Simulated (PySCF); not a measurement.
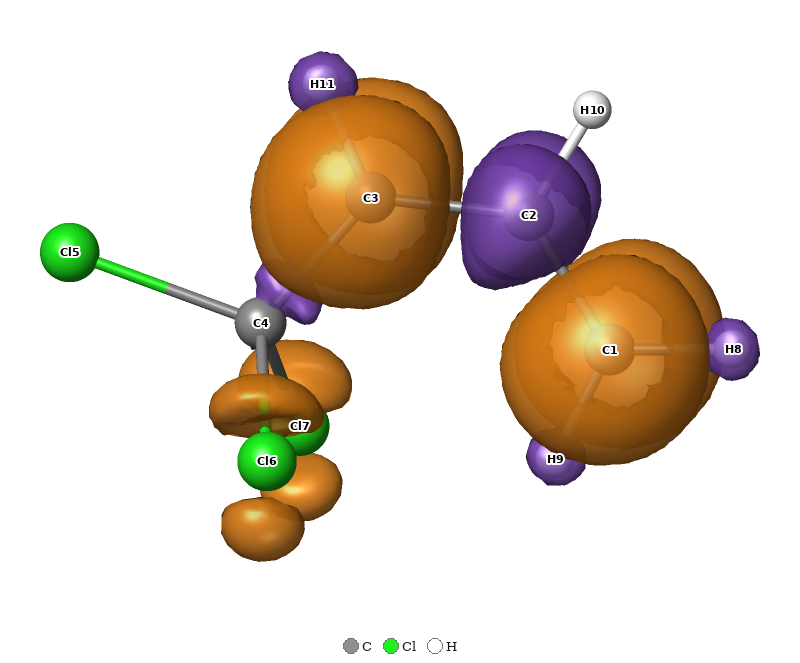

The picture shows: C$_{4}$H$_{4}$Cl$_{3}$ (doublet). Isosurfaces of the spin density at +0.02 (orange) and −0.02 e/Å³ (purple), seen across its widest extent.

Geometry: GFN2-xTB.

These are results of PySCF 2.14.0, density-fitted response routines, UKS B3LYP, pcH-1 on C Cl H, non-relativistic, mean-field spin-orbit, GIAO, not measurements.

```csv
atom,x (Å),y (Å),z (Å)
C,-1.4182,-0.9161,0.3858
C,-0.8964,0.3032,0.7081
C,0.2998,0.8457,0.2601
C,1.2333,0.1889,-0.6598
Cl,2.6445,1.2103,-0.9839
Cl,0.4551,-0.1829,-2.2452
Cl,1.8371,-1.3757,0.0071
H,-2.3605,-1.2317,0.7960
H,-0.9192,-1.5970,-0.2786
H,-1.4605,0.9311,1.3859
H,0.5905,1.8269,0.5984
```

**Describe the spin distribution.**

The unpaired spin (1 electron) lies mostly on C3 (about 0.4) and C1 (about 0.4), in electrons by Hirshfeld's partition.
